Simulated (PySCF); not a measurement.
System: C2H10Si3.

Input

```
{"job": {"kind": "uv", "xc": "B3LYP", "basis": "def2-SVPD", "nstates": 8, "ntriplets": 3}, "charge": 0, "multiplicity": 1}
C     -1.915042    -0.292373    -0.414251
C     -0.692732    -0.064545     0.469190
Si     0.684553    -1.425216     0.291585
Si     2.210802     0.297410    -0.114839
Si     0.269159     1.581739     0.089541
H     -2.405794    -1.234473    -0.170216
H     -1.630980    -0.325453    -1.465154
H     -2.644306     0.507891    -0.288775
H     -1.050594    -0.044428     1.504496
H      0.779511    -2.256911     1.499414
H      0.352625    -2.358838    -0.793017
H      2.925397     0.310308    -1.399088
H      3.281805     0.511338     0.868026
H      0.113964     2.559932     1.174870
H     -0.282782     2.241609    -1.101040
```

Launched as:

```sh
OMP_NUM_THREADS=1 python probes_run.py task.json out
```

Geometry: GFN2-xTB.

The calculation used PySCF, B3LYP/def2-SVPD, SCF density, gas phase.

Question: What can the converged electron density and electron localisation function tell about the bonding?

Answer: C–Si (1.94 Å): ρ is about 0.87 e/Å³ halfway; the ELF peaks at about 0.95 between the atoms, as expected for a covalent bond.
Si–Si (2.34 Å): ρ at the midpoint is about 0.63 e/Å³; the ELF peaks at about 1 between the atoms: a covalent bond.

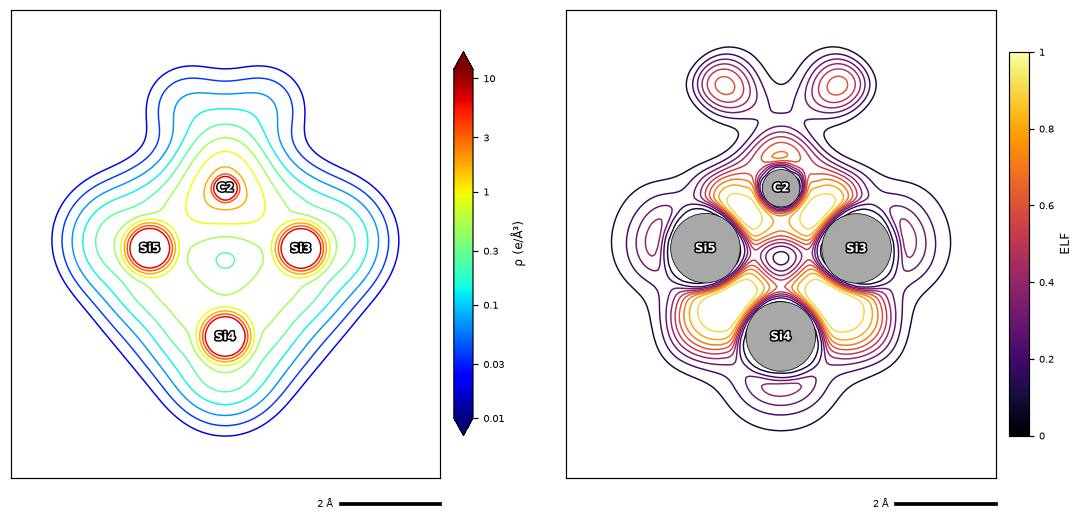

Computed electron density and electron localisation function on the plane of atoms Si3, Si4 and Si5, in this order. Grey discs cover the atomic cores in the ELF map. 
